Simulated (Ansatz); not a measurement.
## Electronic structure of CH3FOS2W (SMILES C[O][W]([F])(=[S])=[S]) in real space

```csv
atom,x (Å),y (Å),z (Å)
C,0.9262,-1.3271,-0.0410
F,-2.8221,1.1148,-0.3420
O,-0.2323,-0.5455,-0.1254
S,0.0255,2.3849,-1.3807
S,-0.5900,1.8605,1.9517
W,-0.9901,1.1205,-0.0030
H,1.3556,-1.2536,0.9711
H,1.6671,-0.9813,-0.7798
H,0.6601,-2.3733,-0.2510
```

Geometry: PBE0-D4/def2-SVP; core potentials replace the inner electrons of W.

Level of theory: isolated molecule in a Gaussian basis; Kohn-Sham density functional theory, functional PBE0 in Ansatz.

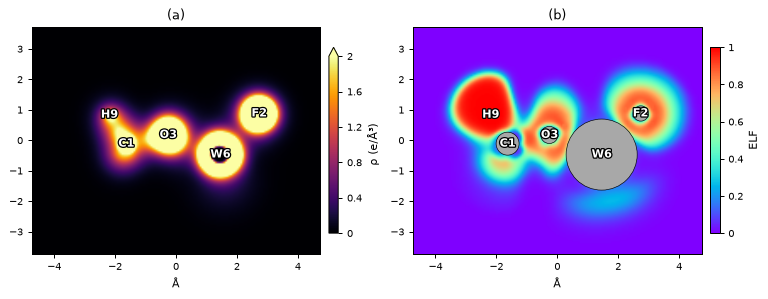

Figure 1. (a) electron density; (b) ELF on the plane of atoms C1, O3 and W6. Grey discs cover the atomic cores in the ELF map.

Question: Describe what can be read from this map.

Answer: Atoms in the plane: C, F, O, W and H. C–O (1.40 Å): the density is about 2 e/Å³ at the midpoint, with its minimum of 1.6 e/Å³ about 0.5 Å from C; the ELF peaks at about 0.90 between the atoms (a shared but strongly polarised pair). W–O (1.83 Å): ρ at the midpoint is about 1.2 e/Å³; the ELF peaks at about 0.80 in the valence shell of O, 0.6 Å from its nucleus, and drops to about 0.25 between the two atoms. W–F (1.86 Å): ρ is about 1.1 e/Å³ halfway; the ELF peaks at about 0.85 in the valence shell of F, 0.5 Å from its nucleus, and drops to about 0.20 between the two atoms. C–H (1.10 Å): ρ is about 2 e/Å³ halfway; the ELF climbs to about 1 towards the hydrogen, as it does in any bond to H (an ordinary covalent bond to hydrogen).

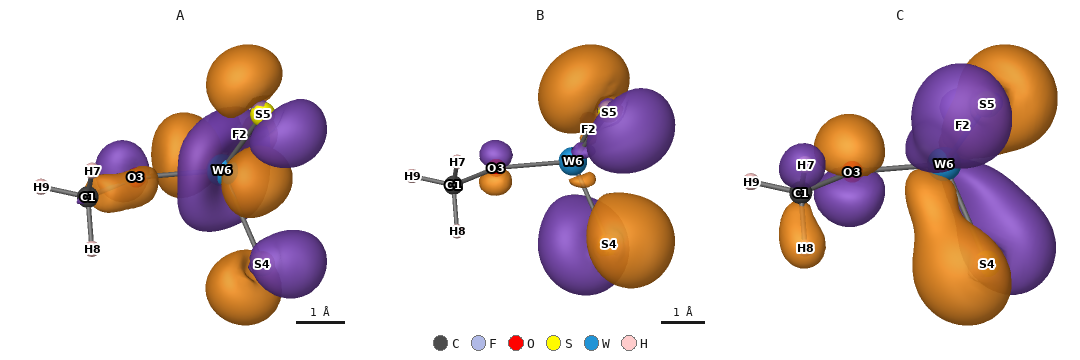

Figure 2. Three frontier orbitals at ±0.1 Å⁻³ᐟ² (orange and purple are the two phases), in no order.

Question: Order the three orbitals by energy and name them.

Answer: C is the HOMO−1 (−8.35 eV). Its weight (Hirshfeld) is mainly on S4 (about 30 %), S5 (about 30 %), W6 (about 15 %) and O3 (about 15 %); largely a combination of lone pairs on S4, S5 and O3. B is the HOMO (−7.35 eV). By Hirshfeld shares it lies mainly on S4 (about 45 %) and S5 (about 45 %); largely a combination of lone pairs on S4 and S5. A is the LUMO (−2.87 eV). By Hirshfeld shares it lies mainly on W6 (about 55 %), S4 (about 15 %), S5 (about 15 %) and O3 (about 5 %).

Question: What is the HOMO–LUMO gap?

Answer: 4.48 eV between the orbital energies.

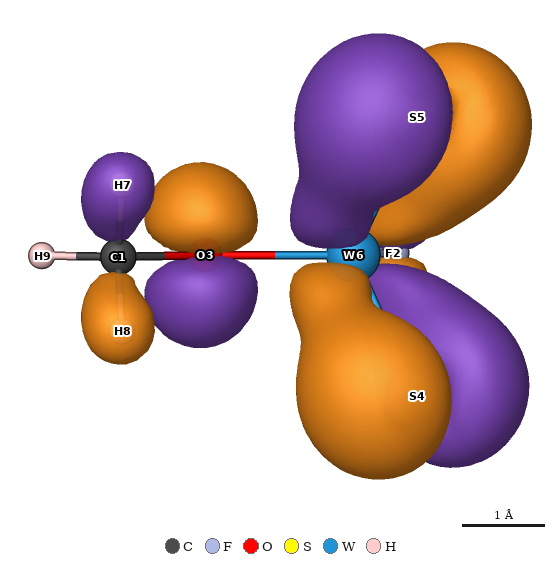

Figure 3. The HOMO−1 at ±0.1 Å⁻³ᐟ² (orange and purple are the two phases), seen at an oblique angle.

Question: What is the character of this orbital?

Answer: Its weight (Hirshfeld) is mainly on S4 (about 30 %), S5 (about 30 %), W6 (about 15 %) and O3 (about 15 %); largely a combination of lone pairs on S4, S5 and O3. Its energy is −8.35 eV.
